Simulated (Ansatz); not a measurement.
Computed energy against volume: TiHg (space group P4/mmm)

TiHg (space group P4/mmm)

Space group P4/mmm (No. 123); a = b = 2.963 Å, c = 4.063 Å, α = β = γ = 90.00°

```json
[
 {"atom": "Ti", "site": "1d", "symmetry": "4/mmm", "x": "0.5000", "y": "0.5000", "z": "0.5000"},
 {"atom": "Hg", "site": "1a", "symmetry": "4/mmm", "x": "0.0000", "y": "0.0000", "z": "0.0000"}
]
```

Equation-of-state scan: isotropic scaling of the cell above, V₀ being its volume. Symmetry pins the atoms to their sites.

These are PBEsol (plane waves to 420 eV, PAW, scalar-relativistic; Ansatz, a program for electronic structure) values and carry that method's errors. k mesh 16×16×12 (Γ-centred), Fermi-Dirac smearing 0.05 eV. Energies are smeared free energies. Stress and pressure are positive under compression. With the shape held, the modulus is that of even scaling; a crystal free to change shape is softer. Spin-orbit coupling is left out, though Hg is heavy. TiHg is run without spin polarisation. TiHg was relaxed with its symmetry unable to fall. ΔE is measured from the relaxed starting cell.

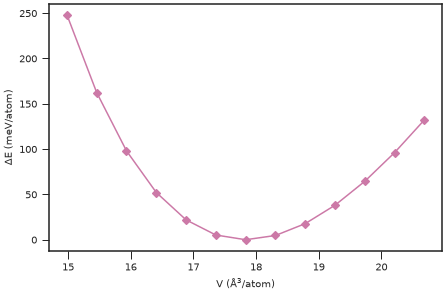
Figure: ΔE (meV/atom) against V (Å³/atom); one marker a computed point.

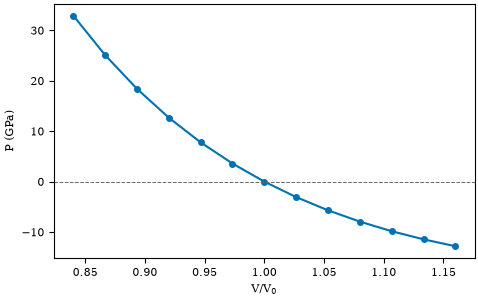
Figure. P (GPa) against V/V₀; one marker a computed point.

The equilibrium volume of the fit comes out as 17.83 Å³/atom, the pressure for 5 % compression (fit) is 7.2 GPa and the pressure derivative B₀′ (fit) is 4.8. The energy cost of the largest expansion is 132 meV/atom. The pressure at the smallest volume comes out as 32.9 GPa.

P = (3B₀/2)(x⁷ − x⁵)[1 + ¾(B₀′ − 4)(x² − 1)] with x = (1/0.95)^(1/3), B₀ = 124 GPa and B₀′ = 4.83.

(A scan under strain: stresses follow from slopes of the energy per volume, elastic moduli from its curvatures.)
